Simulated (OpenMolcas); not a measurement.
# CH2GeN (SMILES N#[C][GeH2]) at 5 levels

We compute a comparison of 5 runs (UHF/def2-SVPD, U-r2SCAN/def2-SVPD, UM06-2X/def2-SVPD, UM06-L/def2-SVPD, UPBE/def2-SVPD) of CH2GeN. 

Program for the calculation: OpenMolcas 26.06.

### Step 1. The molecule

CH2GeN has 5 atoms, charge 0, and is taken as a doublet. As SMILES, `N#[C][GeH2]`. The Ge3–H4 distance was set to 2.301 Å, away from the relaxed value. At this shape a bond of the SMILES string is far longer than usual.

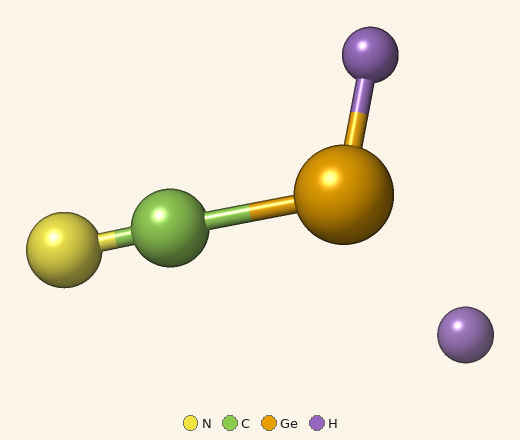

Viewed from a chosen angle; nitrogen yellow, carbon green, germanium amber, hydrogen purple.

### Step 2. A single-point energy at UHF/def2-SVPD (run 1)

calc.input reads:

```
* CH2GeN Hartree-Fock

&GATEWAY
  BASLIB=$CurrDir
  COORD
  5
  angstrom
  N        2.262210      -0.659595       1.271100
  C        1.509910      -0.166195       0.548300
  Ge       0.355610       0.611105      -0.762200
  H       -1.658900      -0.498000      -0.695900
  H        0.267210       2.118105      -0.491000
  BASIS=def2-SVPD
  GROUP=NoSym

&SEWARD

&SCF
  UHF
  SPIN=2
  THRESHOLDS=1e-10 1e-07 1e-07 1e-05
  PRORBITALS=0
```

The basis set def2-SVPD is read from a file made from the Basis Set Exchange's data (not shown).

Launch:

```
export MOLCAS_MEM=1860
pymolcas calc.input > calc.log
```

The log of the run:

```text
--- Start Module: gateway ---
[...]
--- Stop Module: gateway /rc=_RC_ALL_IS_WELL_ ---
--- Start Module: seward ---
[...]
      Basis functions           94
--- Stop Module: seward /rc=_RC_ALL_IS_WELL_ ---
[...]
--- Start Module: scf ---
[...]
       Convergence after  49 Iterations
[...]
::    Total SCF energy                              -2168.3907643794
[...]
      Total spin, S                                     0.5505184154
[...]
      Total electronic charge=   47.000000
      Total            charge=   -0.000000
[...]
      Dipole Moment (debye):
      Origin of the operator (angstrom)=    0.7326    0.3490   -0.3253
                   X= -1.3385E+00               Y=  2.1768E+00               Z= -2.4664E+00           Total=  3.5515E+00
      Quadrupole Moment (debye*angstrom):
[...]
--- Stop Module: scf /rc=_RC_ALL_IS_WELL_ ---
[...]
```

It took 21 s on 1 thread of Intel Xeon Platinum 8375C at 2.90GHz (Ice Lake), shared host; peak memory 0.52 GiB.

### Step 3. The energy at U-r2SCAN/def2-SVPD (run 2)

run.inp reads:

```
* CH2GeN Kohn-Sham DFT

&GATEWAY
 BasLib = $CurrDir
 Coord
 5
 angstrom
 N        2.262210      -0.659595       1.271100
 C        1.509910      -0.166195       0.548300
 Ge       0.355610       0.611105      -0.762200
 H       -1.658900      -0.498000      -0.695900
 H        0.267210       2.118105      -0.491000
 Basis = def2-SVPD
 Group = NoSym

&SEWARD
 GridInput
 Grid=UltraFine
 End of Grid

&SCF
 UHF
 Spin = 2
 KSDFT = 2
 1.0 MGGA_X_R2SCAN
 1.0 MGGA_C_R2SCAN
 Thresholds = 1e-10 1e-07 1e-07 1e-05
 PrOrbitals = 1 2
```

The basis set def2-SVPD is read from a file made from the Basis Set Exchange's data (not shown).

Launch:

```
export MOLCAS_MEM=1860
pymolcas run.inp > run.log
```

The log of the run:

```text
--- Start Module: gateway ---
[...]
--- Stop Module: gateway /rc=_RC_ALL_IS_WELL_ ---
--- Start Module: seward ---
[...]
      Basis functions           94
--- Stop Module: seward /rc=_RC_ALL_IS_WELL_ ---
[...]
--- Start Module: scf ---
[...]
       Convergence after  21 Iterations
[...]
::    Total KS-DFT energy                           -2170.5412586991
[...]
      Total spin, S                                     0.5262080974
[...]
      Total electronic charge=   47.000000
      Total            charge=   -0.000000
[...]
      Dipole Moment (debye):
      Origin of the operator (angstrom)=    0.7326    0.3490   -0.3253
                   X= -1.5533E+00               Y=  1.9612E+00               Z= -2.1515E+00           Total=  3.2996E+00
      Quadrupole Moment (debye*angstrom):
[...]
--- Stop Module: scf /rc=_RC_ALL_IS_WELL_ ---
[...]
```

Run time: 54 s. Hardware: 1 thread of Intel Xeon Platinum 8375C at 2.90GHz (Ice Lake), shared host; peak memory 0.52 GiB.

Runs 3 to 4 aren't shown in full; the table further down has their settings and results.

### Step 4. The energy at UPBE/def2-SVPD (run 5)

mol.xyz reads:

```xyz
5

N      2.262210    -0.659595     1.271100
C      1.509910    -0.166195     0.548300
Ge     0.355610     0.611105    -0.762200
H     -1.658900    -0.498000    -0.695900
H      0.267210     2.118105    -0.491000
```

mol.input reads:

```
* CH2GeN Kohn-Sham DFT

&gateway
 baslib = $CurrDir
 coord = mol.xyz
 basis = def2-SVPD
 group = NoSym

&seward
 gridinput
 Grid=UltraFine
 End of Grid

&scf
 uhf
 spin = 2
 ksdft = PBE
 thresholds = 1e-10 1e-07 1e-07 1e-05
 prorbitals = 1 2
```

The basis set def2-SVPD is read from a file made from the Basis Set Exchange's data (not shown).

Launch:

```
export MOLCAS_MEM=1860
pymolcas mol.input > mol.log
```

The log of the run:

```text
--- Start Module: gateway ---
[...]
--- Stop Module: gateway /rc=_RC_ALL_IS_WELL_ ---
--- Start Module: seward ---
[...]
      Basis functions           94
--- Stop Module: seward /rc=_RC_ALL_IS_WELL_ ---
[...]
--- Start Module: scf ---
[...]
       Convergence after  22 Iterations
[...]
::    Total KS-DFT energy                           -2170.1791303188
[...]
      Total spin, S                                     0.5057111242
[...]
      Total electronic charge=   47.000000
      Total            charge=   -0.000000
[...]
      Dipole Moment (debye):
      Origin of the operator (angstrom)=    0.7326    0.3490   -0.3253
                   X= -1.4660E+00               Y=  1.9161E+00               Z= -2.1146E+00           Total=  3.2082E+00
      Quadrupole Moment (debye*angstrom):
[...]
--- Stop Module: scf /rc=_RC_ALL_IS_WELL_ ---
[...]
```

Run time: 38 s. Hardware: 1 thread of Intel Xeon Platinum 8375C at 2.90GHz (Ice Lake), shared host; peak memory 0.52 GiB.

### Step 5. Overview of the runs

```
run               level  integration grid   energy (Eh)  dipole moment (D)  HOMO energy (eV)  LUMO energy (eV)  wall time
  1       UHF/def2-SVPD                 –  -2168.390764               3.55             -9.61             -0.63       21 s
  2  U-r2SCAN/def2-SVPD         UltraFine  -2170.541259               3.30             -6.69             -4.73       54 s
  3   UM06-2X/def2-SVPD         UltraFine  -2170.568105               3.35             -8.32             -3.49       53 s
  4    UM06-L/def2-SVPD         UltraFine  -2170.528901               3.35             -6.35             -5.12       53 s
  5      UPBE/def2-SVPD         UltraFine  -2170.179130               3.21             -6.27             -5.09       38 s
```

### Step 6. Results

```
                                 quantity           value
                      run 5: total energy  -2170.17913 Eh
                     run 5: dipole moment          3.21 D
run 5: HOMO energy (highest over α and β)        -6.27 eV
 run 5: LUMO energy (lowest over α and β)        -5.09 eV
                              run 5: ⟨S²⟩           0.761
```

The dipole moment (its size) runs from 3.21 D (UPBE/def2-SVPD) to 3.55 D (UHF/def2-SVPD). Totals of different functionals can't be ranked against each other. Spin contamination of the reference: run 1 ⟨S²⟩ = 0.85. All runs together took 3.7 min, the longest 54 s.
